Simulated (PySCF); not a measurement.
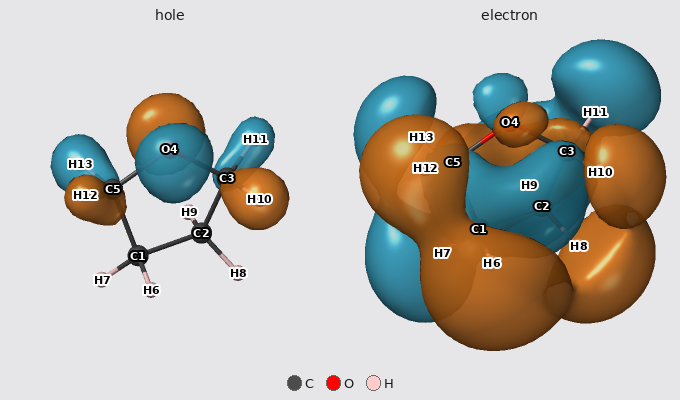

*C4H8O, SMILES `C1CCOC1`. Leading natural transition orbital pair of S₂ (TDA singlet states); the surfaces enclose about 78 % of each orbital's density.*

Method: B3LYP/6-31G*; geometry: GFN2-xTB; program: PySCF. No frequency check shows the geometry to be a minimum. Without diffuse functions Rydberg states are missing, so the states' numbers hold for this basis only.

### Give its energy and the atoms that hole and electron lie on.

8.59 eV (144 nm), f = 0.003, partly diffuse acceptor orbital, which a basis without diffuse functions describes poorly; the leading pair carries 99 %; hole on O4 (60 %), C3 and C5 (9 % each) and H10 and H13 (6 % each), electron on H6 and H9 (13 % each), C1 and C2 (13 % each) and C3 and C5 (7 % each) (atom shares of so diffuse an orbital are rough); their centroids lie 1.6 Å apart. In canonical orbitals it is mainly HOMO → LUMO+1 (98 %). The HOMO–LUMO gap is 8.81 eV.

The PySCF run took 55 s on 1 thread of Intel(R) Xeon(R) 6975P-C (Granite Rapids), with other jobs on the host, peak memory 0.55 GiB.
